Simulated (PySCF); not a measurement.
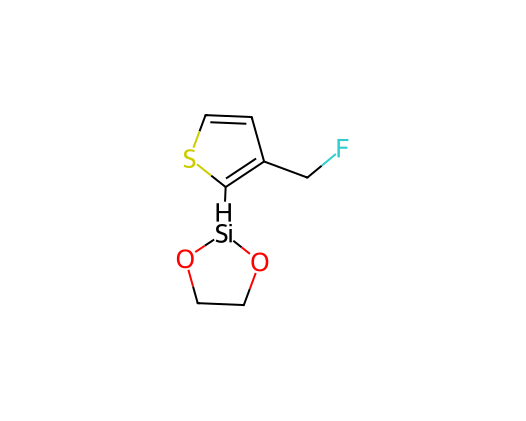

The drawing above gives the connectivity. The geometry was computed by an optimisation with PBE0-D3(BJ)/def2-SVP. No frequency run is at hand to confirm it as a minimum.

What does the molecule look like in three dimensions?

The molecule is C7H9FO2SSi. SMILES: `FCc1ccsc1[SiH]1OCCO1`. Independent rings (smallest set): 2 of 5 members, 1 of them aromatic. Among its groups: C–F bond, Si–H bond, Si–O bond. The point group is C1. Coordination: 3 C tetrahedral; 4 C trigonal planar; 1 S bent; 1 Si tetrahedral; 2 O bent.

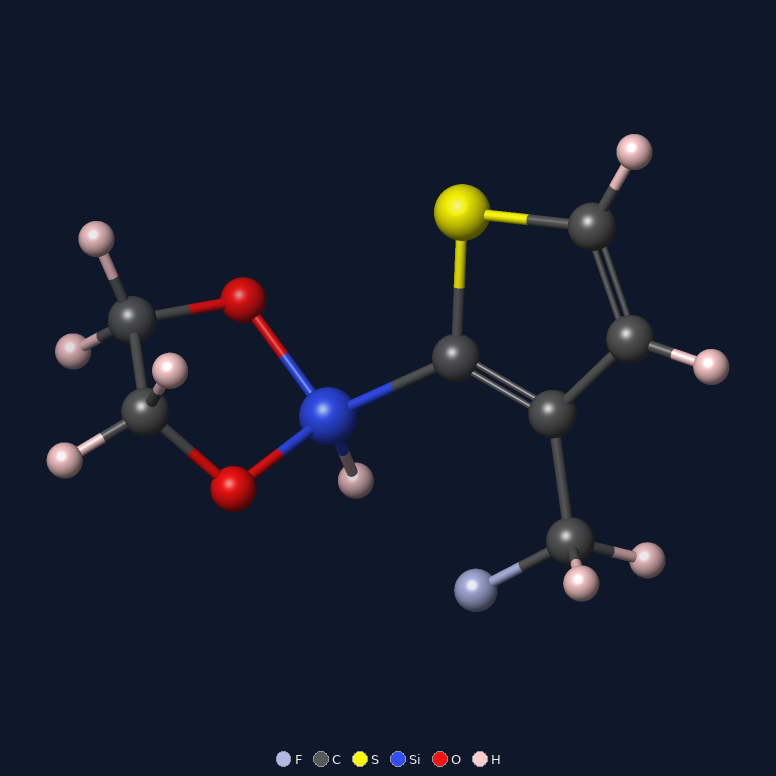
